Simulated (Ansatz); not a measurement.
The starting structures come from a database of crystals and need not be the phases stable at ambient conditions.

 Where the default PAW files enter, the runs use the earlier of Ansatz's two default sets.

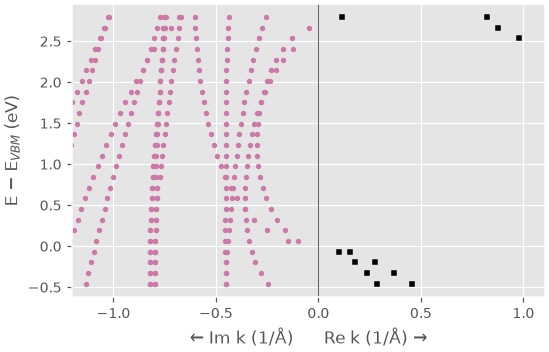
*Complex bands at the centre of the two-dimensional zone; r2SCAN in Ansatz (a quantum-chemistry and plane-wave program)*

The gap is the functional's own. No spin-orbit coupling. Mid-gap values are interpolated on the energy grid.

Task: This is Li$_{5}$NCl$_{2}$ (R-3m, not sure to be the ambient phase, 8 atoms a cell, 13.4 Å³ an atom) along the normal of (101). Read off the slowest decay at the centre of the two-dimensional zone at 1.24 eV, the computed energy nearest the middle of the gap.

Result: κ ≈ 0.30 1/Å, a decay length 1/(2κ) of the density of 1.7 Å.
